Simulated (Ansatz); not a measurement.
# Optical response of PbO (Litharge), part 2 of 2

Wanted: where PbO (Litharge) starts to absorb, how strongly, and its refractive index. The cell comes from an older database entry, whose edges can differ from later determinations, mostly by under a per cent.

Ansatz 0.2.0; DFT, PBE, plane-wave PAW, default files, scalar-relativistic, independent-particle optical response without local fields.

So far. Step 2 (Ground state and bands): There is a gap, 1.14 eV on the path, so no carriers' term is needed. The cell is left with a pressure of 3.0 GPa and forces up to 0.01 eV/Å, as it stands unrelaxed at this level.

The database entry behind the starting cell differs from later determinations by our own check (an axis about 0.4 % long against later determinations), so it need not match the best structure at ambient conditions.

### 3. Spectrum

With the density converged, the vertical transitions are summed over the zone.

This step: DFT, PBE, plane-wave PAW, default files, scalar-relativistic, independent-particle optical response without local fields (Ansatz 0.2.0).

File input.yaml:

```yaml
crystal:
  lattice:
    - [3.99, 0.0, 0.0]
    - [0.0, 3.99, 0.0]
    - [0.0, 0.0, 5.01]
  atoms:
    - { symbol: Pb, position: [0.5, 0.0, 0.76] }
    - { symbol: Pb, position: [0.0, 0.5, 0.24] }
    - { symbol: O, position: [0.5, 0.5, 0.0] }
    - { symbol: O, position: [0.0, 0.0, 0.0] }
kpoints:
  mp_grid: { grid: [6, 6, 5] }
scf:
  occupations: { method: fixed }
hamiltonian:
  xc: pbe
  pseudopotentials: { kind: paw }
output:
  optics:
    e_range: [0, 22]
    de: 0.05
    sigma: 0.1
    nscf_kmesh: { grid: [8, 8, 6] }
    bands: { spectra_wanted_up_to: 22 }
```

Run with:

```console
$ ansatz run input.yaml --threads 4 --pin off --max-ram 8192MiB --backend cpu --events-out ev --progress --plain --runs-dir out
```

Numbers of over 12 decimals in the logs are rounded to 6 here.

The program printed:

```text
[...]
Crystal: 4 atoms, lattice volume = 79.760 Å³
Basis set: ecut = 420 eV, 1569 PW (Γ)
Bands: 24, of which v1, the nominal top of the filled ones, is band 20 counted from 1 (19 counted from 0)
Symmetry: 16 space group operations
[...]
k-points: 30 of 180
[...]
SCF iter   1: F=—  HF=-24947.068909 eV  |F-HF|=—  |Δ(HF+E_count)|=         —  Δρ=1.53e-3  dr2=1.47e-3  ethr=1.77e-3  ⟨swp⟩=5.0  Hψ=2713  notcnv=0  defer=55
[...]
SCF iter   9: F=-24947.070484 eV  HF=-24947.070484 eV  |F-HF|=3.64e-12  |Δ(HF+E_count)|=  3.97e-10  Δρ=9.02e-8  dr2=7.83e-12  ethr=1.00e-12  ⟨swp⟩=4.5  Hψ=3228  notcnv=0
SCF 1 converged in 9 iterations: F = -24947.070484 eV  dr2 = 7.83e-12
[...]
NSCF: frozen V_eff on 60 k-points
output.optics: what the bands over the 65 summed would add to eps1, eps2 and the energy-loss function is held between a lower and an upper bound (6 Lanczos steps). eps1, eps2 and their loss function (loss_summed_bands) are given on every row as the summed bands alone make them. Along an axis, on a row where the two bounds hold the loss function to about 1 % of the greater of itself and 0.5 % of |1/eps|, its cell (loss_completed) is given, with the completed eps1 and eps2 that it is formed of (a cell that is left empty reads nan in the table and null in the record). The two bounds hold it so along every axis on all 441 rows up to 22.000 eV. [rest of the remark cut]
SCF converged after 9 iterations
Free energy (F): -24947.070484 eV
[...]
Internal energy: -24947.070484 eV  (E = F + TS)
E sigma→0 (E₀):  -24947.070484 eV
Fermi energy:    8.472503 eV
[...]
--- Band table (eV; the first three rows and the last of 30) ---
  k-point 0: bands = [... 16 lower, 6.8218, 6.9046, 6.9046, 8.4725, 10.9005, 14.0130, 14.0130, 14.0871]
  k-point 1: bands = [... 16 lower, 6.8071, 6.8960, 6.8960, 8.2519, 10.6554, 13.2003, 13.2003, 13.7114]
  k-point 2: bands = [... 16 lower, 6.7844, 6.8790, 6.8790, 7.6704, 10.5274, 12.5072, 12.5072, 12.8540]
  k-point 29: bands = [... 16 lower, 6.2681, 6.2681, 7.5110, 7.5110, 11.4589, 11.4589, 13.7142, 13.7142]
```

Elapsed: 11 s, on 4 threads of AMD EPYC 9R45, shared host; peak memory 1.3 GiB; 40 s of CPU time.

Read-outs, printed or worked out from the files:

```
electronic dielectric constant ε∞, mean over x, y and z (by symmetry where fewer were run)                                                          : 7.171
absorption onset, first axis (α over 10⁴ cm⁻¹, or the direct gap if that lies higher)                                                               : 2.142 eV
main peak of Im epsilon, first axis                                                                                                                 : 3.761 eV
photocurrent from vertical transitions in a film 500 nm thick on a perfect mirror (two passes), AM1.5G, no front reflection, all carriers collected : 11.33 mA/cm²
least direct gap on the mesh                                                                                                                        : 2.110 eV
bands summed                                                                                                                                        : 65
spectra valid up to                                                                                                                                 : 32.90 eV
program's estimate of the k-sum error in Im epsilon                                                                                                 : 0.05 %
electrons in the f-sum                                                                                                                              : 34.03
```

The Im ε has structure finer than the step of the table below, so its rows give means over 1 eV, whole bins alone (the curve runs from 0 to 22 eV). Peaks (eV: height): E ∥ x or y 3.8: 15.9; E ∥ z 4.5: 15.6, 7.1: 7.01.

Table of Im ε by photon energy; means over each step:

```csv
photon energy (eV),E ∥ x or y,E ∥ z
1,0,0
2,0.259,0.131
3,3.92,3.52
4,13.3,10.0
5,7.48,8.23
6,5.82,4.96
7,4.77,5.59
8,2.51,2.48
9,2.54,1.62
10,2.85,2.04
11,1.62,2.47
12,0.899,1.14
13,0.870,0.910
14,1.13,0.680
15,1.50,1.29
16,1.12,0.781
17,0.769,0.580
18,0.881,0.756
19,0.914,1.18
20,0.615,0.723
21,0.511,0.822
```

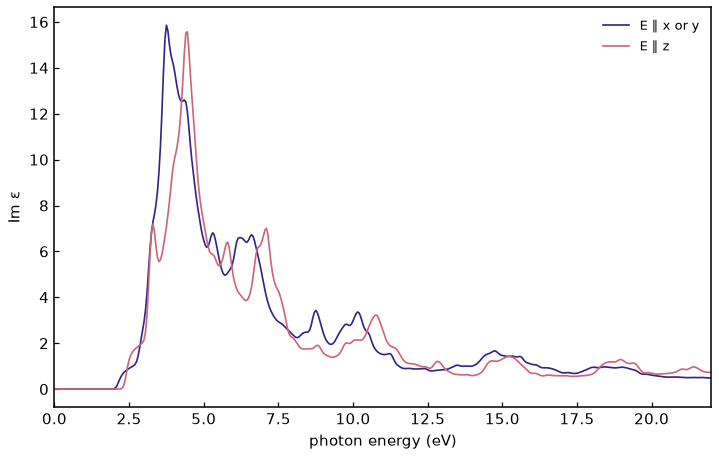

Im ε against photon energy.

Table of Re ε by photon energy:

```csv
photon energy (eV),E ∥ x or y,E ∥ z
0,7.39,6.74
1,7.72,7.01
2,9.29,8.24
3,13.9,11.5
4,5.08,9.99
5,0.00516,-0.739
6,1.89,-0.358
7,-2.05,0.575
8,-0.324,-1.27
9,-0.488,-0.0531
10,0.415,0.932
11,-0.501,-0.629
12,0.105,-0.0690
13,0.653,0.0897
14,0.975,0.801
15,0.547,0.892
16,0.304,0.439
17,0.463,0.829
18,0.759,1.25
19,0.554,0.819
20,0.491,0.686
21,0.664,0.938
22,0.798,0.751
```

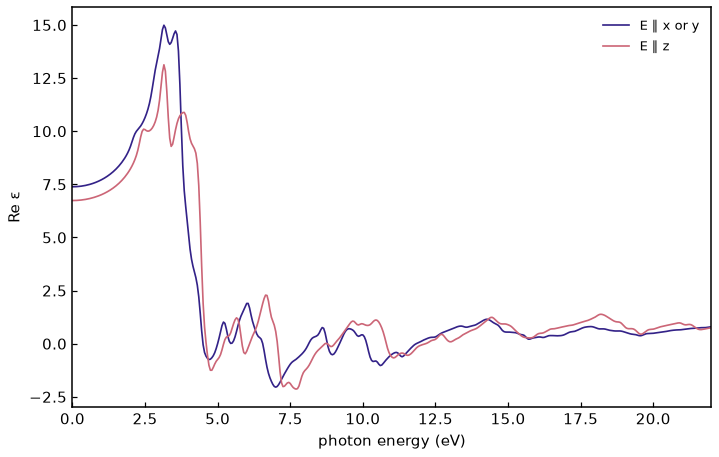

Re ε against photon energy.

The reflectivity at normal incidence has structure finer than the step of the table below, so its rows give means over 2 eV, whole bins alone (the curve runs from 0 to 22 eV). Peaks (eV: height): E ∥ x or y 4.5: 44.5, 7.0: 42.3, 8.9: 28.0, 10.7: 34.8, 11.4: 31.1, 15.7: 14.0; E ∥ z 4.5: 46.6, 5.9: 34.8, 7.8: 45.1, 11.1: 29.2, 13.0: 15.1, 15.6: 11.9, 19.5: 8.64.

Reflectivity at normal incidence against photon energy; means over each step:

```csv
photon energy (eV),E ∥ x or y (%),E ∥ z (%)
2,26.2,24.2
4,40.9,37.8
6,33.2,29.6
8,27.8,33.5
10,24.6,15.1
12,16.7,19.7
14,6.85,6.06
16,10.7,7.02
18,5.48,3.49
20,5.58,4.91
```

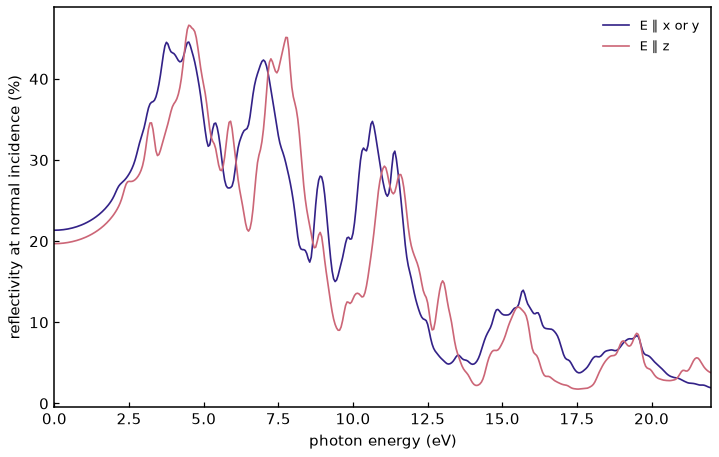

Reflectivity at normal incidence, plotted against photon energy.

Table of refractive index n and extinction k by photon energy:

```csv
photon energy (eV),"n, E ∥ x or y","k, E ∥ x or y","n, E ∥ z","k, E ∥ z"
0.0,2.72,0,2.60,0
2.5,3.27,0.138,3.18,0.201
5.0,1.80,1.80,1.81,2.00
7.5,1.03,1.42,1.18,1.81
10.0,1.31,1.14,1.27,0.825
12.5,0.781,0.538,0.763,0.613
15.0,1.03,0.712,1.11,0.589
17.5,0.920,0.377,1.03,0.271
20.0,0.798,0.382,0.911,0.380
```

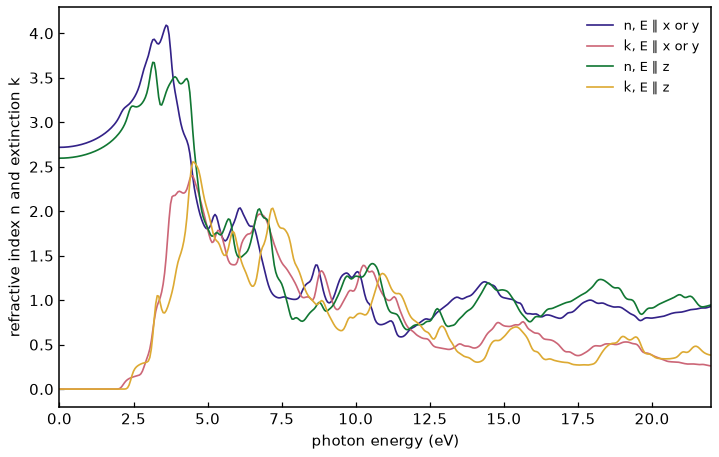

Refractive index n and extinction k, plotted against photon energy.

The loss function −Im 1/ε at q → 0 has structure finer than the step of the table below, so its rows give means over 1 eV, whole bins alone (the curve runs from 0 to 22 eV). Peaks (eV: height): E ∥ x or y 8.2: 0.445, 9.2: 0.510, 12.0: 1.12, 16.9: 1.02, 19.6: 1.09; E ∥ z 9.2: 0.679, 12.5: 1.02, 13.3: 1.23, 15.9: 1.12, 19.6: 0.919, 21.6: 0.737.

Loss function −Im 1/ε at q → 0 against energy loss; means over each step:

```csv
energy loss (eV),E ∥ x or y,E ∥ z
1,0,0
2,0.00247,0.00131
3,0.0171,0.0252
4,0.0601,0.0492
5,0.137,0.133
6,0.167,0.202
7,0.200,0.165
8,0.387,0.354
9,0.394,0.595
10,0.338,0.403
11,0.553,0.400
12,1.05,0.865
13,0.764,1.01
14,0.519,0.627
15,0.572,0.549
16,0.837,0.928
17,0.913,0.574
18,0.664,0.363
19,0.823,0.563
20,0.979,0.722
21,0.721,0.548
```

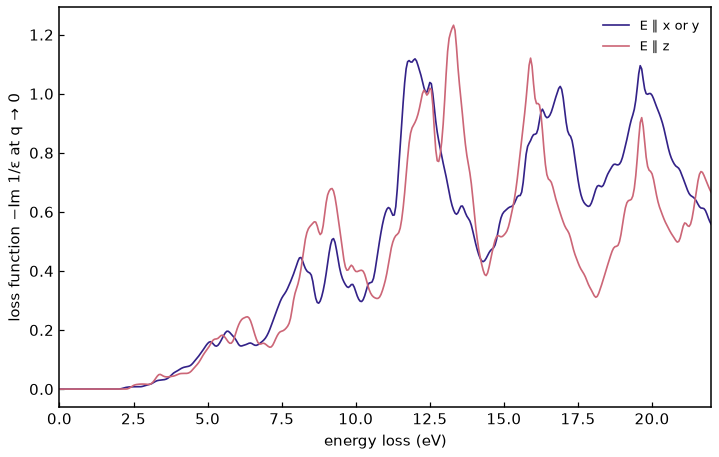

Loss function −Im 1/ε at q → 0, plotted against energy loss.

Optical constants at common wavelengths, from n + ik = √ε:

```csv
wavelength (nm),n xy,k xy,R (%) xy,1/α xy,n z,k z,R (%) z,1/α z
1550,2.76,0.000,21.8,over 1 mm,2.63,0.000,20.1,over 1 mm
633,3.02,0.001,25.3,56 µm,2.85,0.000,23.1,over 1 mm
532,3.20,0.114,27.5,372 nm,3.10,0.033,26.2,1.3 µm
405,3.83,0.471,35.0,68 nm,3.52,0.376,31.6,86 nm
365,3.90,1.025,37.8,28 nm,3.20,0.978,31.2,30 nm
248,1.80,1.800,35.0,11 nm,1.81,2.005,39.2,9.8 nm
193,1.83,1.747,33.8,8.8 nm,1.62,1.195,21.9,13 nm
```

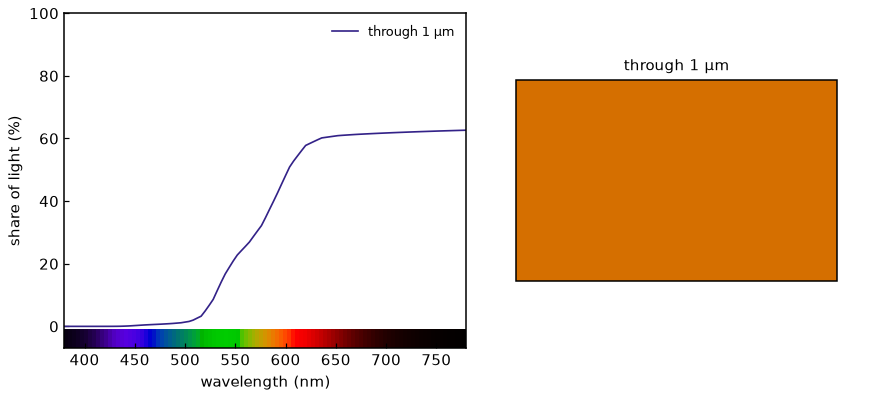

Light through 1 µm across the visible range, with the colour that it makes of daylight (sRGB).

Through 1 µm of it, D65 light comes out orange (x = 0.557, y = 0.433; 25 % transmitted). A larger true gap would move the edge to shorter wavelengths and change the colour.

At 1064 nm the birefringence n(z) − n(x) is -0.133: the crystal is uniaxial negative at this level.

The f-sum over the summed bands holds 34.0 of the cell's 40 electrons outside the frozen cores, 24 of which lie in bands more than 12 eV below the Fermi level, whose transitions come at higher energies. Up to 22 eV the strength has a mean oscillator energy of 6.6 eV, well above the main peak, so higher transitions carry much of it.

### 4. Static response with local fields

Perturbation theory gives the static response with local fields and the functional's kernel, and it needs no empty bands.

This step: DFT, PBE, plane-wave PAW, default files, scalar-relativistic, static field response by perturbation theory with local fields (Ansatz 0.2.0).

Changes to input.yaml since step 3:

```diff
@@ -17,8 +17,2 @@
   pseudopotentials: { kind: paw }
-output:
-  optics:
-    e_range: [0, 22]
-    de: 0.05
-    sigma: 0.1
-    nscf_kmesh: { grid: [8, 8, 6] }
-    bands: { spectra_wanted_up_to: 22 }
+dielectric: {}
```

The program printed:

```text
[...]
Crystal: 4 atoms, lattice volume = 79.760 Å³
Basis set: ecut = 420 eV, 1569 PW (Γ), exchange–correlation on 60×60×72 points (8 copies of the dense FFT grid, shifted against one another)
Bands: 24, of which v1, the nominal top of the filled ones, is band 20 counted from 1 (19 counted from 0)
Symmetry: 16 space group operations
k-points: 64 of 180 (irreducible under 2 space group operations, time reversal used)
[...]
SCF iter   1: F=—  HF=-24947.068902 eV  |F-HF|=—  |Δ(HF+E_count)|=         —  Δρ=1.53e-3  dr2=1.47e-3  ethr=1.77e-3  ⟨swp⟩=5.0  Hψ=5809  notcnv=0  defer=122
[...]
SCF iter   9: F=-24947.070450 eV  HF=-24947.070450 eV  |F-HF|=3.64e-12  |Δ(HF+E_count)|=  3.64e-10  Δρ=8.83e-8  dr2=7.39e-12  ethr=1.00e-12  ⟨swp⟩=5.5  Hψ=5506  notcnv=0
SCF 1 converged in 9 iterations: F = -24947.070450 eV  dr2 = 7.39e-12
[...]
DFPT response loops at Γ: preconditioner auto → Resta (q_TF=auto, 2.432 Å⁻¹)  ε∞=7.2 (no band partly filled); β = 1.00, the filter's whole step (`scf.mixing.beta` (0.50) is not read by the response loops at its default; to damp them type it under 1.00, their step now; it binds the ground state too); Broyden in place of MSR1
── the response to a field inside a basis, on 6×6×6 k-points: an SCF that follows is theirs, and a resumed run solves both again ──
Bands: 21, of which v1, the nominal top of the filled ones, is band 20 counted from 1 (19 counted from 0)
k-points: 18 of 216
[...]
Eigensolver: Dense (18 Hₖ)
SCF iter   1: F=—  HF=-24947.061330 eV  |F-HF|=—  |Δ(HF+E_count)|=         —  Δρ=3.22e-4  dr2=1.64e-5  ethr=1.00e-1
[...]
SCF iter   4: F=-24947.061335 eV  HF=-24947.061335 eV  |F-HF|=7.99e-9  |Δ(HF+E_count)|=   4.15e-7  Δρ=3.58e-6  dr2=5.89e-9  ethr=2.13e-9
SCF 1 converged in 4 iterations: F = -24947.061335 eV  dr2 = 5.89e-9
[...]
SCF converged after 9 iterations
Free energy (F): -24947.070450 eV
[...]
Internal energy: -24947.070450 eV  (E = F + TS)
E sigma→0 (E₀):  -24947.070450 eV
Fermi energy:    8.472498 eV
[...]
--- Band table (eV; the first three rows and the last of 64) ---
  k-point 0: bands = [... 16 lower, 6.8218, 6.9046, 6.9046, 8.4725, 10.9005, 14.0130, 14.0130, 14.0871]
  k-point 1: bands = [... 16 lower, 6.8071, 6.8960, 6.8960, 8.2519, 10.6554, 13.2003, 13.2003, 13.7114]
  k-point 2: bands = [... 16 lower, 6.7844, 6.8790, 6.8790, 7.6704, 10.5274, 12.5072, 12.5072, 12.8540]
  k-point 63: bands = [... 16 lower, 6.2681, 6.2681, 7.5110, 7.5110, 11.4589, 11.4589, 13.7142, 13.7142]
--- Dielectric response (ions clamped): 3 representative field directions + reference, inside a basis on a mesh of 216 k-points (Σ response iterations 18) ---
  ε∞ (high-frequency dielectric tensor):
        6.865356     0.000000     0.000000
        0.000000     6.865356     0.000000
        0.000000     0.000000     6.265634
  Born effective charges Z* (e; rows j = field, columns β = displacement):
    site 0:
         3.15479   -0.00000   -0.00000
         0.00000    3.15479   -0.00000
         0.00000    0.00000    2.32848
    site 1:
         3.15479   -0.00000    0.00000
         0.00000    3.15479    0.00000
        -0.00000   -0.00000    2.32848
    site 2:
        -3.15479    0.00000    0.00000
        -0.00000   -3.15479    0.00000
        -0.00000    0.00000   -2.32848
    site 3:
        -3.15479    0.00000    0.00000
        -0.00000   -3.15479    0.00000
        -0.00000    0.00000   -2.32848
  Z* charge neutrality: 3.928e-3 e pre-enforcement
  solved inside a basis spanned on kpoints, on 6×6×6 k-points, its susceptibility summed on 12×12×10: ε∞ is read to err by 2.1e-2, Z* by 1.8e-2 e (field_mesh: kpoints solves on kpoints); Z* is corrected for what the basis lacks
```

Run time: 10 s. Hardware: 4 threads; peak memory 0.86 GiB.

Numbers from this step:

```
electronic dielectric constant ε∞, mean over x, y and z (by symmetry where fewer were run) : 6.665
```

ε∞ with local fields:

```
6.87 0.00 0.00
0.00 6.87 0.00
0.00 0.00 6.27
```

Diagonal elements. Born, by row:

```csv
atom,Z*xx (e),Z*yy (e),Z*zz (e)
Pb1,3.155,3.155,2.328
Pb2,3.155,3.155,2.328
O3,-3.155,-3.155,-2.328
O4,-3.155,-3.155,-2.328
```

Mean Born charges are Pb +2.88 and O -2.88, against formal valences of +2 and -2. That of Pb exceeds its valence by 44 %, the mark of charge moving along hybridised bonds as the atoms shift.

### 5. Summary of results

* gap on the path: 1.14 eV
* least direct gap on the path: 2.11 eV
* electronic dielectric constant ε∞, mean over x, y and z (by symmetry where fewer were run) (independent particles): 7.17
* absorption onset, first axis (α over 10⁴ cm⁻¹, or the direct gap if that lies higher): 2.14 eV
* main peak of Im epsilon, first axis: 3.76 eV
* photocurrent from vertical transitions in a film 500 nm thick on a perfect mirror (two passes), AM1.5G, no front reflection, all carriers collected: 11.3 mA/cm²
* electronic dielectric constant ε∞, mean over x, y and z (by symmetry where fewer were run) (static response with local fields): 6.67

**Reading.** At this level (PBE, independent particles) PbO has a mean ε∞ = 7.17 (6.67 with local fields) and n = 2.76 at 1550 nm (E ∥ x); absorption sets in near 2.1 eV, and Im ε peaks at 3.8 eV (E ∥ x). The gap is indirect (1.14 eV), so absorption without phonons can begin only at the direct gap of 2.11 eV. The absorption coefficient passes 10⁴ cm⁻¹ at 2.14 eV, inside the visible range. Distinct maxima of Im ε, read by a parabola through the highest points, lie at 3.76 eV (16), 6.60 eV (6.7), 8.75 eV (3.4) and 10.16 eV (3.4) for E ∥ x or y. The static values by axis are 7.39 (xy), 6.74 (z). The f-sum over the summed bands holds 34.0 of the cell's 40 electrons outside the frozen cores, 24 of which lie in bands more than 12 eV below the Fermi level, whose transitions come at higher energies. Up to 22 eV the strength has a mean oscillator energy of 6.6 eV, well above the main peak, so higher transitions carry much of it. Through 1 µm of it, D65 light comes out orange (x = 0.557, y = 0.433; 25 % transmitted). A larger true gap would move the edge to shorter wavelengths and change the colour. At 1064 nm the birefringence n(z) − n(x) is -0.133: the crystal is uniaxial negative at this level. In the base spectrum excitons and phonon-assisted transitions are missing, and so are local fields; PBE gaps are as a rule too small, which pulls the onset down and ε∞ up, while the missing spin-orbit coupling works the other way with such heavy atoms. In the base run ε includes the program's bounded estimate of what the bands above those summed add. Spin-orbit coupling is left out although heavy atoms are present.

[Logs are printed without paths, hosts, clocks, repeated set-up lines and the standing remarks that a program may print on its own settings, such as how far it seeks lower states.]

[Hosts, paths, dates, database ids (printed as entryN), source tags and the programs' standing remarks are cut or masked in the printed files.]
